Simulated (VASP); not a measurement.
Band structure of Hf3Bi (space group I4/mmm). Level of theory: LDA (Ceperley-Alder, Perdew-Zunger), VASP's LDA PAW potentials (set 64) (plane waves; VASP).

Unless said otherwise, spin-orbit coupling is left out, though it shifts the bands of the heavy elements here.

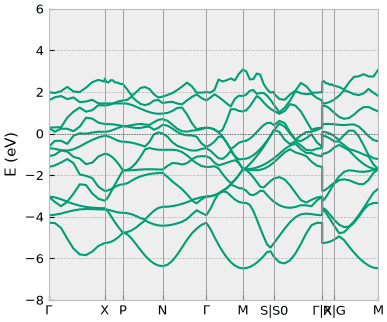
Fig. 1. Bands along high-symmetry lines, zero at the valence-band maximum or, without a gap, the Fermi level

Problem. Read the plot: is there a gap, and where are the band edges?

Solution. It has no gap at this level: it comes out as a metal or semimetal. (Edges off the drawn lines would not show.)

The structure comes from a computed database's Hf3Bi entry (I4/mmm); how it stands against other phases isn't given here. It was relaxed first, which changed the volume by -7 %. The electron count is odd and the run is not spin-polarised, which forces a metal.
